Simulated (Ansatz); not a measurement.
# F₂H₂HfSe₂ (SMILES [F][Hf]([F])([SeH])[SeH]): what the fields show

The calculation's input:

```
crystal:
  periodic: [false, false, false]
  atoms:
    - {symbol: F, position_ang: [0.508317, -2.287445, -0.512175]}
    - {symbol: Hf, position_ang: [0.139180, -0.533562, 0.085394]}
    - {symbol: F, position_ang: [1.183331, -0.103771, 1.601675]}
    - {symbol: Se, position_ang: [-2.374680, -0.385713, 0.563275]}
    - {symbol: Se, position_ang: [0.637016, 1.197410, -1.750568]}
    - {symbol: H, position_ang: [-2.084023, 0.856845, 1.302436]}
    - {symbol: H, position_ang: [2.052059, 1.188337, -1.335636]}
basis:
  gaussian: {orbitals: def2-TZVPP}
hamiltonian: {xc: pbe0, dispersion: d4}
output: {orbitals: {seedname: orbitals}}
```

Run with:

```sh
ansatz run in.yaml --threads 4 --pin off --events-out ev --progress --plain --max-ram 11315MiB
```

Geometry: PBE0-D4/def2-TZVP; core potentials replace the inner electrons of Hf.

Method: Ansatz 0.2.0, RKS PBE0-D4/def2-TZVPP.

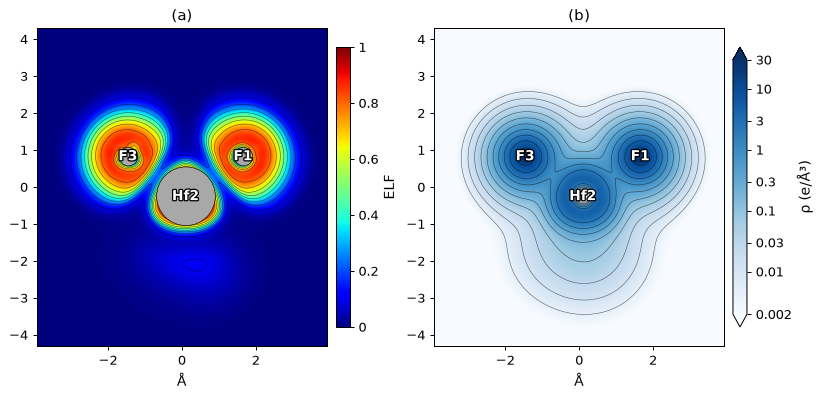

Figure 1. (a) ELF; (b) electron density on the plane of atoms F1, Hf2 and F3. Grey discs cover the atomic cores in the ELF map.

### Interpret the plot.

- The section cuts through F and Hf sites.
- Hf–F (1.89 Å): ρ at the midpoint is about 0.96 e/Å³; the ELF peaks at about 0.85 in the valence shell of F, 0.5 Å from its nucleus, and drops to about 0.20 between the two atoms.

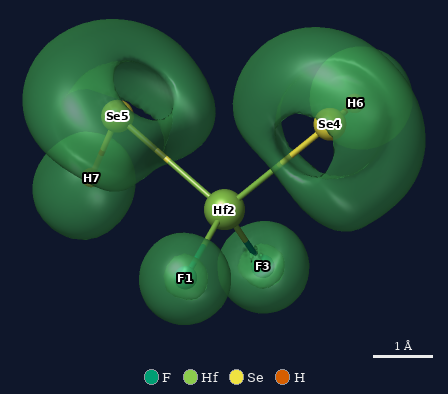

Figure 2. Isosurface of the electron localisation function at 0.75 (green), seen at a tilt. Only the valence region is drawn (cores and ρ < 0.01 e/Å³ removed).

### Describe the localisation domains.

At this value the surface marks out two regions around hydrogen nuclei, two regions wrapped around F (the valence shell of each) and two regions wrapped around Se (the valence shell of each). Along the contacts the grid gives the following. Hf–Se (2.56 Å): the ELF peaks at about 0.85 in the valence shell of Se, 1.1 Å from its nucleus, and is about 0.60 at the midpoint.

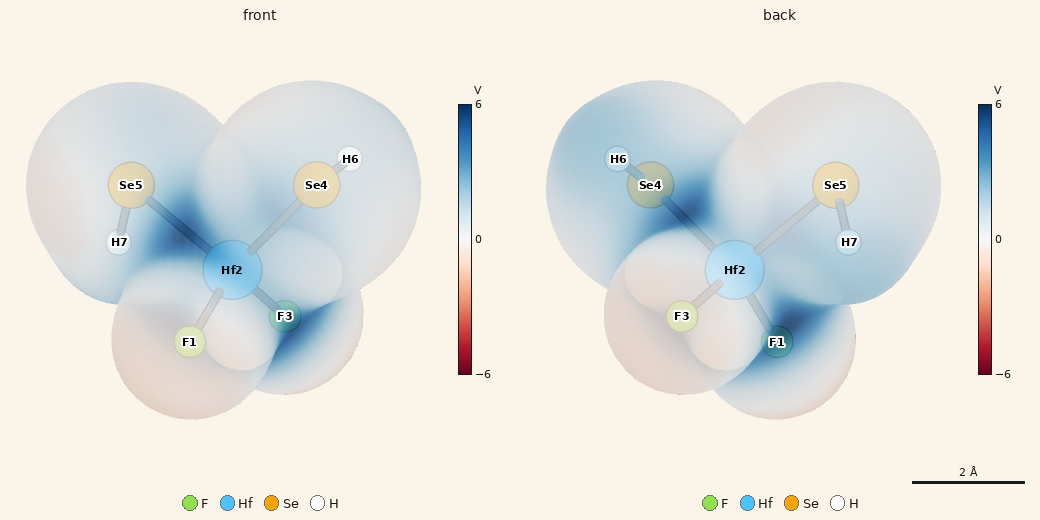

Figure 3. The molecular electrostatic potential painted on the density surface at 0.004 e/bohr³, seen from the front and from behind; the colour scale runs from red (negative) to blue (positive).

### Describe the electrostatic potential map.

The most negative region (about −0.8 V) lies over F1 and F3, the most positive (about +5.4 V) over Hf2.
